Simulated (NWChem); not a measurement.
# BH4O− (SMILES [BH3-]O): VSXC/6-311++G(d,p) (density fitting with weigend coulomb fitting)

What is the energy difference between two shapes of BH4O− at VSXC/6-311++G** (density fitting with weigend coulomb fitting)? 

The results are computed with NWChem 7.3.0.

### Step 1. The structure to begin with

The species is BH4O− (6 atoms), meant as a singlet with charge -1. SMILES: `[BH3-]O`. Geometry: relaxed at GFN2-xTB.

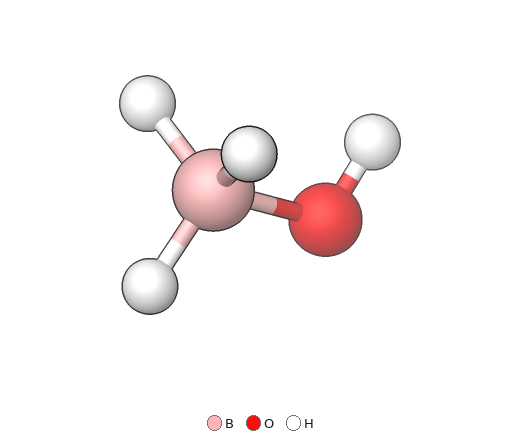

Viewed from a chosen angle; boron pink, oxygen red, hydrogen white.

### Step 2. A single-point energy at VSXC/6-311++G(d,p) (density fitting with weigend coulomb fitting)

bh4o.nw

```
echo
start bh4o
memory 2200 mb
charge -1

geometry units angstrom noautosym nocenter noautoz
B     -0.074670    -0.173680    -0.316420
O     -0.013550     1.016190     0.603980
H      1.062740    -0.650510    -0.499740
H     -0.542300     0.195170    -1.379270
H     -0.789000    -1.072510     0.169030
H      0.356770     0.685330     1.422430
end

basis spherical bse
* library 6-311++G**
end

basis "cd basis" spherical
* library "weigend coulomb fitting"
end

dft
xc vs98
grid fine
convergence energy 1e-08
direct
print medium
end

task dft energy
```

The run is started by

```sh
nwchem bh4o.nw > bh4o.out
```

Log:

```text
[...]
          Wavefunction type:  closed shell.
          No. of atoms     :     6
          No. of electrons :    18
[...]
          Charge           :    -1
          Spin multiplicity:     1
[...]
          AO basis - number of functions:    72
[...]
              XC Information
              --------------
                         VS98 Method XC Functional
                          VS98 Exchange Functional  1.000
                       VS98 Correlation Functional  1.000
[...]
 d= 0,ls=0.0,diis     1   -102.4605468440 -1.36D+02  1.65D-02  1.70D+00     0.8
[...]
 d= 0,ls=0.0,diis    10   -102.5860609479 -7.16D-09  1.67D-06  1.23D-09     6.1
         Total DFT energy =     -102.586060947918
      One electron energy =     -209.406497522882
           Coulomb energy =       87.960781037346
    Exchange-Corr. energy =      -14.412599002664
 Nuclear repulsion energy =       33.272254540283
[...]
```

It took 6.9 s on 1 thread of Intel Xeon 6975P-C (Granite Rapids), shared host; peak memory 0.12 GiB.

### Step 3. The distorted shape, same level

bh4o.nw

```
start bh4o
title "BH4O"
memory stack 880 mb heap 220 mb global 1100 mb
charge -1

geometry noautosym nocenter noautoz
  B     0.021370   -0.192770   -0.286354
  O    -0.122873    0.790641    0.669125
  H     1.153555   -0.521778   -0.469903
  H    -0.472673    0.195479   -1.309419
  H    -0.519384   -1.095232    0.256898
  H     0.388802    0.721727    1.428856
end

basis spherical bse
  * library 6-311++G**
end

basis "cd basis" spherical
  * library "weigend coulomb fitting"
end

dft
  xc vs98
  grid fine
  convergence energy 1e-08
  direct
end

task dft energy
```

The run is started by

```sh
nwchem bh4o.nw > bh4o.out
```

Log:

```text
[...]
          Wavefunction type:  closed shell.
          No. of atoms     :     6
          No. of electrons :    18
[...]
          Charge           :    -1
          Spin multiplicity:     1
[...]
          AO basis - number of functions:    72
[...]
              XC Information
              --------------
                         VS98 Method XC Functional
                          VS98 Exchange Functional  1.000
                       VS98 Correlation Functional  1.000
[...]
 d= 0,ls=0.0,diis     1   -102.4479147760 -1.38D+02  2.49D-02  1.60D+00     0.9
[...]
 d= 0,ls=0.0,diis    10   -102.5617420629 -5.93D-09  3.81D-06  2.57D-09     6.2
         Total DFT energy =     -102.561742062937
      One electron energy =     -213.805572412983
           Coulomb energy =       90.239445876376
    Exchange-Corr. energy =      -14.516860418392
 Nuclear repulsion energy =       35.521244892062
[...]
```

Wall time 6.9 s (1 thread of Intel Xeon 6975P-C (Granite Rapids), shared host); peak memory 0.12 GiB.

### Step 4. Results

Level: VSXC/6-311++G** (density fitting with weigend coulomb fitting).

| quantity | value |
| --- | --- |
| first shape: total energy | -102.58606 Eh |
| first shape: HOMO energy | 0.56 eV |
| first shape: LUMO energy | 4.10 eV |
| first shape: HOMO–LUMO gap (to an unbound level, set by the basis) | 3.55 eV |
| distorted shape: total energy | -102.56174 Eh |
| distorted shape: HOMO energy | 1.09 eV |
| distorted shape: LUMO energy | 4.17 eV |
| distorted shape: HOMO–LUMO gap (to an unbound level, set by the basis) | 3.08 eV |
| energy change with the atoms displaced | 0.662 eV |

In words: With the atoms displaced the energy rises by 0.66 eV (15.3 kcal/mol). The first shape isn't relaxed at this level, so the change isn't measured from a minimum. The HOMO (first shape) lies at positive energy, 0.56 eV, as semi-local functionals often give for anions; only total energies tell whether the electron is bound. The HOMO (distorted shape) lies at positive energy, 1.09 eV, as semi-local functionals often give for anions; only total energies tell whether the electron is bound.
